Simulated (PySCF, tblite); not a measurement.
**C₇H₉FN radical: geometry, infrared bands and EPR parameters**

Wanted: the infrared bands and EPR parameters of C₇H₉FN radical (`CC1=C(F)[CH][C@@H](N)C=C1`), by calculation.

Programs: tblite 0.8.0 and PySCF 2.14.0, with density-fitted response routines of our own. Each step states its level of theory. These are calculated values for one molecule in the gas phase, unless marked as measured. Atoms count from 0, in the outputs and in this text.

**1. Starting geometry**

18 atoms, charge 0, multiplicity 2; geometry from: force field or distance geometry start.

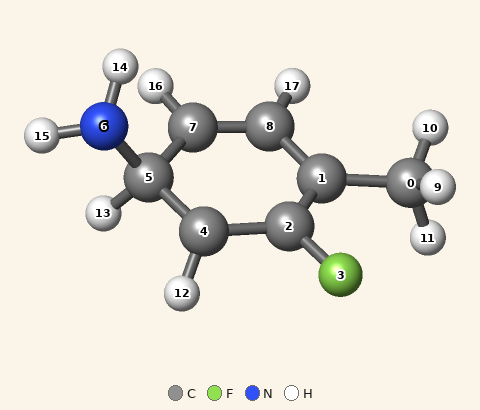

As it starts; carbon grey, fluorine green, nitrogen blue, hydrogen white, atoms numbered; sticks join atoms by distance.

**2. Optimising the geometry with GFN2-xTB**

The job: settings as JSON, then the geometry in Å.

```
{"job": {"kind": "relax", "xc": "GFN2-xTB", "basis": "xTB"}, "charge": 0, "multiplicity": 2}
C      2.742600     0.052600     0.082900
C      1.255200    -0.019600    -0.017500
C      0.610600    -0.689200     0.924400
F      1.371300    -1.243200     1.900300
C     -0.840600    -0.877100     1.012300
C     -1.658000    -0.257600    -0.074200
N     -2.641800     0.661800     0.513700
C     -0.813600     0.457300    -1.045000
C      0.482900     0.579600    -1.060900
H      2.990700     0.231400     1.147800
H      3.093200     0.888100    -0.545200
H      3.213800    -0.911800    -0.226200
H     -1.119800    -1.923800     1.189900
H     -2.223100    -1.046800    -0.662400
H     -2.444700     1.652300     0.296000
H     -3.623100     0.373200     0.289800
H     -1.355900     0.939900    -1.874200
H      0.951600     1.139200    -1.863200
```

The run is started by

```console
$ OMP_NUM_THREADS=1 python probes_run.py task.json out
```

This one command runs all jobs of the session in turn.

Log:

```text
step      E/eV     max force
  0    -737.73095    4.530
  1    -738.14736    1.903
  2    -738.28042    1.497
  3    -738.48977    0.967
  4    -738.57455    0.671
  5    -738.61570    0.526
  6    -738.65402    0.442
  7    -738.68977    0.426
  8    -738.71730    0.390
  9    -738.73997    0.292
 10    -738.75720    0.298
 11    -738.77240    0.360
 12    -738.78587    0.263
 13    -738.79490    0.197
 14    -738.80119    0.180
 15    -738.80799    0.226
 16    -738.81446    0.181
 17    -738.81889    0.144
 18    -738.82192    0.111
 19    -738.82450    0.132
 20    -738.82654    0.125
 21    -738.82796    0.112
 22    -738.82920    0.101
 23    -738.83094    0.156
 24    -738.83335    0.172
 25    -738.83619    0.140
 26    -738.83923    0.161
 27    -738.84266    0.173
 28    -738.84714    0.249
 29    -738.85327    0.263
 30    -738.86004    0.222
 31    -738.86671    0.231
 32    -738.86723    0.435
 33    -738.87634    0.336
 34    -738.88075    0.150
 35    -738.88511    0.142
 36    -738.89032    0.156
 37    -738.89273    0.132
 38    -738.89555    0.107
 39    -738.89848    0.174
 40    -738.90150    0.145
 41    -738.90409    0.382
 42    -738.90784    0.196
 43    -738.91142    0.142
 44    -738.91489    0.171
 45    -738.91697    0.133
 46    -738.92014    0.105
 47    -738.92214    0.098
 48    -738.92377    0.093
 49    -738.92537    0.129
 50    -738.92660    0.108
 51    -738.92767    0.088
 52    -738.92831    0.060
 53    -738.92887    0.051
 54    -738.92916    0.051
 55    -738.92942    0.026
 56    -738.92953    0.027
 57    -738.92961    0.024
 58    -738.92968    0.017
 59    -738.92974    0.013
 60    -738.92977    0.010
 61    -738.92979    0.012
 62    -738.92981    0.015
 63    -738.92984    0.015
 64    -738.92987    0.014
 65    -738.92991    0.013
 66    -738.92994    0.014
 67    -738.92998    0.013
 68    -738.93003    0.018
 69    -738.93007    0.022
 70    -738.93011    0.018
 71    -738.93015    0.013
 72    -738.93019    0.016
 73    -738.93022    0.021
 74    -738.93025    0.021
 75    -738.93030    0.020
 76    -738.93037    0.021
 77    -738.93044    0.020
 78    -738.93051    0.021
 79    -738.93058    0.021
 80    -738.93067    0.025
 81    -738.93080    0.032
 82    -738.93094    0.034
 83    -738.93107    0.024
 84    -738.93117    0.017
 85    -738.93122    0.013
 86    -738.93125    0.013
 87    -738.93128    0.014
 88    -738.93131    0.016
 89    -738.93135    0.018
 90    -738.93138    0.016
 91    -738.93141    0.012
 92    -738.93143    0.013
 93    -738.93146    0.014
 94    -738.93149    0.014
 95    -738.93152    0.015
 96    -738.93154    0.009
```

It took 0.54 s on 1 thread of Arm Neoverse V2, shared host.

Step by step: (not every step is listed)

```tsv
step	energy from step 0 (eV)	largest force (eV/Å)
0	0.0000	4.5301
1	-0.4164	1.9031
2	-0.5495	1.4967
3	-0.7588	0.9667
4	-0.8436	0.6707
5	-0.8847	0.5258
6	-0.9231	0.4420
7	-0.9588	0.4259
8	-0.9864	0.3896
16	-1.0835	0.1806
24	-1.1024	0.1721
32	-1.1363	0.4351
40	-1.1706	0.1450
48	-1.1928	0.0929
56	-1.1986	0.0271
64	-1.1989	0.0136
72	-1.1992	0.0162
80	-1.1997	0.0253
88	-1.2004	0.0157
91	-1.2005	0.0122
92	-1.2005	0.0135
93	-1.2005	0.0137
94	-1.2005	0.0144
95	-1.2006	0.0152
96	-1.2006	0.0088
```

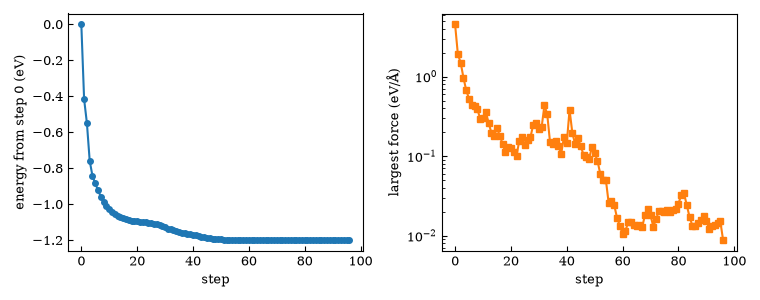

Energy and force, step by step.

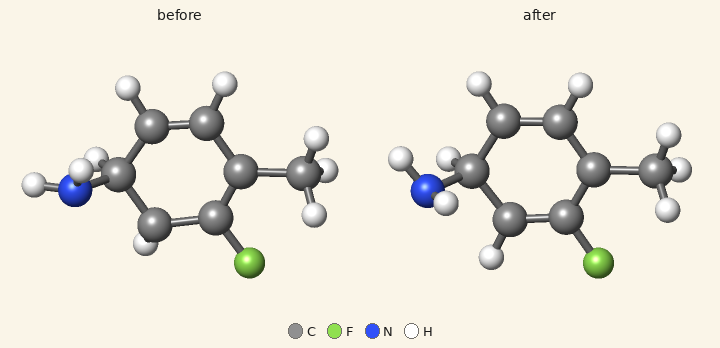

The geometry before (left) and after (right).

Distances of close pairs at the start and the end, largest changes first:

```tsv
bond	before (Å)	after (Å)	change (Å)
C2–C4	1.466	1.352	-0.114
C1–C2	1.323	1.411	+0.088
C7–C8	1.302	1.356	+0.054
N6–H15	1.047	1.015	-0.032
C5–H13	1.135	1.104	-0.031
C5–C7	1.472	1.497	+0.025
C0–H11	1.117	1.092	-0.025
C1–C8	1.430	1.407	-0.023
```

The next job starts from the end point, and lists it.

**3. Harmonic vibrations with GFN2-xTB**

The job: settings as JSON, then the geometry in Å.

```
{"job": {"kind": "ir", "xc": "GFN2-xTB", "basis": "xTB"}, "charge": 0, "multiplicity": 2}
C      2.711406     0.149965     0.061569
C      1.235861    -0.018878    -0.047257
C      0.528777    -0.799047     0.891849
F      1.252097    -1.382209     1.881235
C     -0.807702    -0.999283     0.866719
C     -1.669029    -0.364283    -0.172047
N     -2.677313     0.479134     0.501470
C     -0.864119     0.398582    -1.177722
C      0.477989     0.566915    -1.077270
H      2.992998     0.395760     1.085331
H      3.063005     0.931705    -0.606695
H      3.218771    -0.782854    -0.193660
H     -1.293641    -1.587356     1.626854
H     -2.258930    -1.146319    -0.682194
H     -2.211331     1.225756     1.007943
H     -3.289454     0.906312    -0.185958
H     -1.417208     0.868468    -1.978606
H      0.999063     1.163951    -1.813219
```

Log:

```text
mode    cm-1     km/mol
  1      39.0      0.90
  2      64.3      0.16
  3     158.9      1.26
  4     220.1      1.58
  5     259.5     27.41
  6     260.4     27.03
  7     308.6      0.12
  8     377.8      2.57
  9     401.6      4.30
 10     473.1      1.87
 11     498.8      1.99
 12     543.9      6.76
 13     607.2      3.85
 14     741.9     19.22
 15     754.0      8.57
 16     765.6      8.26
 17     779.5     21.20
 18     895.1     38.27
 19     908.4     39.83
 20     952.4     80.31
 21     996.4     12.11
 22    1015.3      9.27
 23    1029.0     14.16
 24    1066.3     35.97
 25    1095.9     46.25
 26    1140.8     31.01
 27    1162.6     26.09
 28    1220.8      3.94
 29    1259.1     20.76
 30    1273.3     12.23
 31    1317.9      0.40
 32    1374.0     34.73
 33    1400.2     16.86
 34    1416.2     28.78
 35    1461.8      4.66
 36    1475.3      4.02
 37    1514.8     38.89
 38    1554.0     28.18
 39    1595.5      6.75
 40    2802.9     39.17
 41    2972.6     16.03
 42    3011.9     12.42
 43    3044.9     19.20
 44    3061.5     22.00
 45    3076.1     49.21
 46    3122.9      4.68
 47    3378.0      5.84
 48    3411.6      7.07
```

Wall time 0.53 s (1 thread of Arm Neoverse V2, shared host).

Which atoms move in the most intense modes:

```tsv
cm⁻¹	km/mol	atoms
895	38.3	H17 29 %, C7 16 %, N6 12 %
908	39.8	H17 42 %
952	80.3	H15 26 %, N6 15 %, H12 14 %, H14 13 %
1066	36.0	H14 25 %, H13 22 %, C5 18 %
1096	46.2	H13 22 %, H14 13 %, H15 11 %, C5 11 %
1515	38.9	C7 28 %, C8 19 %, C4 18 %, C2 15 %
2803	39.2	H13 94 %
3076	49.2	H16 66 %, H17 26 %
```

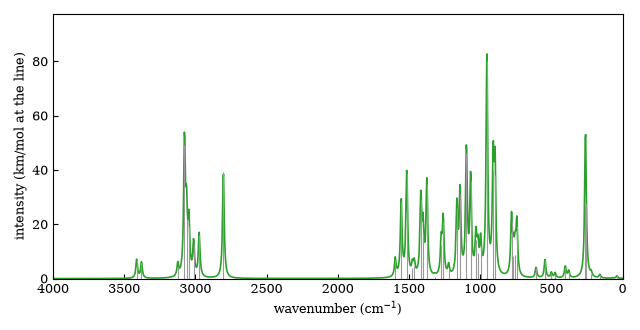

The infrared spectrum from these modes, unscaled. Lines are broadened to a width of 14 cm⁻¹ (Lorentzian).

**4. g tensor and hyperfine couplings: B3LYP/pcH-1**

The job, as its differences from that of step 3:

```diff
@@ -1,2 +1,2 @@
-{"job": {"kind": "ir", "xc": "GFN2-xTB", "basis": "xTB"}, "charge": 0, "multiplicity": 2}
+{"job": {"kind": "epr", "basis": "pcH-1"}, "charge": 0, "multiplicity": 2}
 C      2.711406     0.149965     0.061569
```

Method: UKS B3LYP, pcH-1 on C F H N, non-relativistic, mean-field spin-orbit, GIAO.

Log:

```text
UKS, coarse grid
  cycle   1  E = -426.64119221  |g| = 4.55e-01
  cycle   2  E = -426.59371048  |g| = 6.01e-01
  cycle   3  E = -426.72391866  |g| = 8.32e-02
  cycle   4  E = -426.72646195  |g| = 4.36e-02
  cycle   5  E = -426.72747607  |g| = 1.63e-02
  cycle   6  E = -426.72764480  |g| = 7.00e-03
  cycle   7  E = -426.72770543  |g| = 2.72e-03
  cycle   8  E = -426.72772022  |g| = 1.89e-03
  cycle   9  E = -426.72772374  |g| = 4.09e-04
UKS, final grid
  cycle   1  E = -426.72773428  |g| = 5.02e-04
  cycle   2  E = -426.72773418  |g| = 7.62e-04
  cycle   3  E = -426.72773442  |g| = 7.59e-05
  cycle   4  E = -426.72773442  |g| = 4.69e-05
  cycle   5  E = -426.72773443  |g| = 2.88e-05
E = -426.72773443 Eh   <S^2> = 0.7826 (exact 0.7500)
g shifts (ppm)      1          2          3
  rmc          -144       -144       -144
  gc              8         26         37
  oz_so        -394        352        413
  total        -529        234        306
hyperfine (MHz)  atom isotope    a_iso     a_fc   dipolar eigenvalues
    0   13C     -19.18     -19.18     -1.55      0.50      1.06
    1   13C      50.61      50.61    -45.26    -43.55     88.81
    2   13C     -40.79     -40.79    -23.78     10.74     13.04
    3   19F     -24.08     -24.08    -61.91     22.99     38.93
    4   13C      34.43      34.43    -31.42    -29.38     60.80
    5   13C     -29.26     -29.26     -0.80      0.30      0.50
    6   14N      24.39      24.39     -3.14     -2.85      6.00
    7   13C      37.42      37.42    -33.96    -31.83     65.79
    8   13C     -36.73     -36.73    -23.47     10.03     13.44
    9    1H      47.39      47.39     -2.84     -2.19      5.03
   10    1H       5.04       5.04     -2.59     -2.11      4.70
   11    1H      78.29      78.29     -3.26     -1.79      5.05
   12    1H     -25.45     -25.45    -14.99     -0.95     15.94
   13    1H     110.46     110.46     -2.47     -0.52      2.99
   14    1H      -5.12      -5.12     -4.29     -2.17      6.46
   15    1H      -0.42      -0.42     -4.76     -1.96      6.72
   16    1H     -27.52     -27.52    -16.09     -1.02     17.11
   17    1H       9.74       9.74     -4.01     -1.04      5.05
```

Wall time 1.9 min (1 thread of Arm Neoverse V2, shared host); peak memory 1.1 GiB.

Principal g values 2.00179, 2.00255, 2.00263; g(iso) = 2.00232, against 2.00232 for a free electron.

Mean a(iso) over the nuclei that a row names, and the largest dipolar term of the row (other rows stand at the frozen geometry):

```tsv
nuclei	isotope	a(iso) (MHz)	a(iso) (G, at g = 2.0023)	largest dipolar term (MHz)
H13	1H	110.5	39.4	3.0
C1	13C	50.6	18.1	88.8
H9, H10, H11	1H	43.6	15.5	5.0
C2	13C	-40.8	-14.6	-23.8
C7	13C	37.4	13.4	65.8
C8	13C	-36.7	-13.1	-23.5
C4	13C	34.4	12.3	60.8
C5	13C	-29.3	-10.4	-0.8
H16	1H	-27.5	-9.8	17.1
H12	1H	-25.4	-9.1	15.9
N6	14N	24.4	8.7	6.0
F3	19F	-24.1	-8.6	-61.9
C0	13C	-19.2	-6.8	-1.6
H17	1H	9.7	3.5	5.0
```

Mulliken spin populations:

C0 -0.04; C1 0.54; C2 -0.17; F3 -0.01; C4 0.40; C5 -0.07; N6 0.05; C7 0.44; C8 -0.21; H9 0.02; H10 0.00; H11 0.03; H12 -0.02; H13 0.04; H14 0.00; H15 0.01; H16 -0.02; H17 0.01

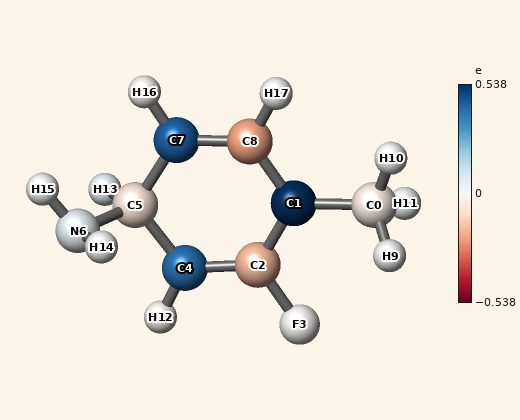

Mulliken spin populations, as colours on the atoms.

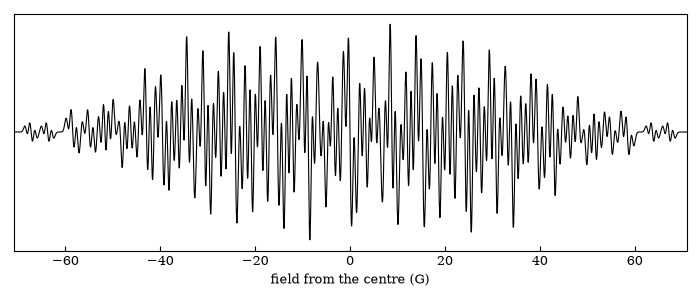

First-order isotropic spectrum (first derivative, main isotopes with spin only, couplings over 0.8 MHz, Gaussian width 0.3 G; couplings of the frozen geometry, rotation of groups not averaged beyond the rows shown).

Orbitals, density, ELF and potential are computed afterwards from the orbital file.

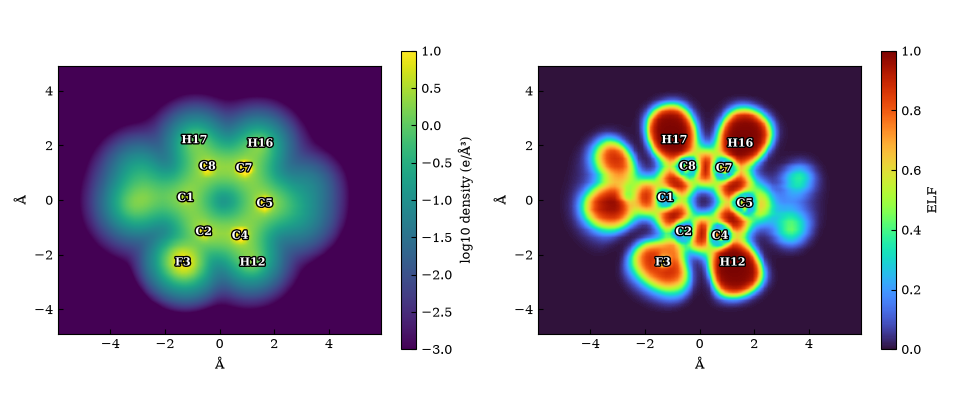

Density (left) and ELF (right) in a plane through or near 10 of the atoms.

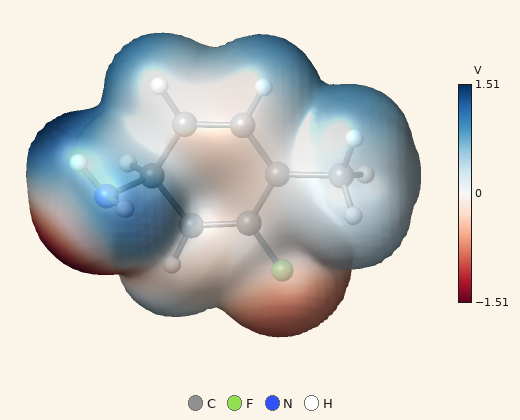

The potential that a unit positive charge feels on the 0.002 e/bohr³ surface, from -1.51 V near N6 to 1.36 V near H15.

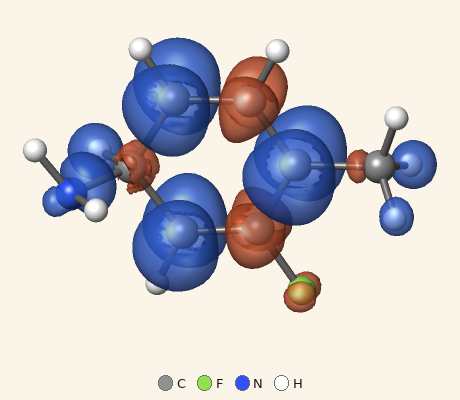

Spin density at ±0.02 e/Å³ (alpha excess blue, beta excess red).

**5. Outcome**

```
                                 quantity                 value
strongest single infrared mode (GFN2-xTB)   952 cm⁻¹, 80 km/mol
             zero-point energy (GFN2-xTB)         89.0 kcal/mol
                           g(iso) (B3LYP)               2.00232
                                     ⟨S²⟩    0.783 (exact 0.75)
       largest a(iso) (averaged by class)  1H on H13, 110.5 MHz
    surface potential, least and greatest    -1.51 V and 1.36 V
```

**Reading.** The optimisation took 96 steps and gained 1.201 eV; among the close pairs (by a distance rule), C2–C4 changed most, from 1.466 to 1.352 Å. All 48 modes are real, so the xTB geometry is a minimum. The strongest single mode, at 952 cm⁻¹, has its largest shares on H15, N6, H12 and H14 (the list is cut at 4 atoms). Unscaled tight-binding wavenumbers are off by several per cent, some by more. Its intensities can rank the bands wrongly. The largest spin populations lie on C1 (0.54 e), C7 (0.44 e), C4 (0.40 e). The isotropic g lies 0.0 ppt above the free-electron value.
